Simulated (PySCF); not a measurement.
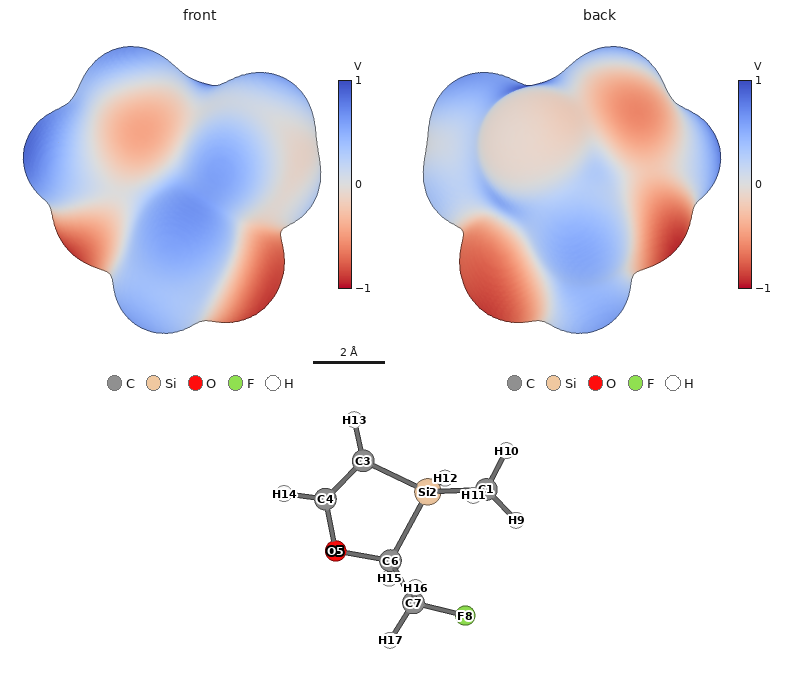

Figure 1: C5H9FOSi. The molecular electrostatic potential painted on the density surface at 0.001 e/bohr³, seen from the front and from behind; the colour scale runs from red (negative) to blue (positive). The bare structure is drawn below in the same view.

Geometry: GFN2-xTB.

Level of theory: PBE0/pcSseg-1, SCF density, gas phase, non-relativistic (PySCF).

Input file:

```
{"job": {"kind": "nmr", "xc": "PBE0", "basis": "pcSseg-1"}, "charge": 0, "multiplicity": 1}
C      1.701725    -1.294941    -0.271565
Si     0.625873     0.112836    -0.945482
C      0.864820     1.787023    -0.147791
C     -0.267123     2.146518     0.463809
O     -1.361498     1.365733     0.457911
C     -1.177259     0.122804    -0.229224
C     -1.475111    -0.997658     0.760103
F     -1.377204    -2.212575     0.127871
H      1.260287    -2.262710    -0.488797
H      2.685041    -1.268372    -0.729605
H      1.838464    -1.224012     0.804219
H      0.563061     0.086396    -2.413560
H      1.727981     2.424818    -0.133757
H     -0.436562     3.064366     1.009917
H     -1.935894     0.086178    -1.017813
H     -0.752371    -1.001240     1.581693
H     -2.491230    -0.923132     1.162163
```

Run with:

```sh
OMP_NUM_THREADS=1 python probes_run.py task.json out
```

Q: Describe the electrostatic potential map.

A: The most negative region (about −0.9 V) lies over O5 and F8, the most positive (about +0.8 V) over Si2 and H14.

Q: How polar is the molecule by this calculation?

A: Its dipole moment is 1.14 D.
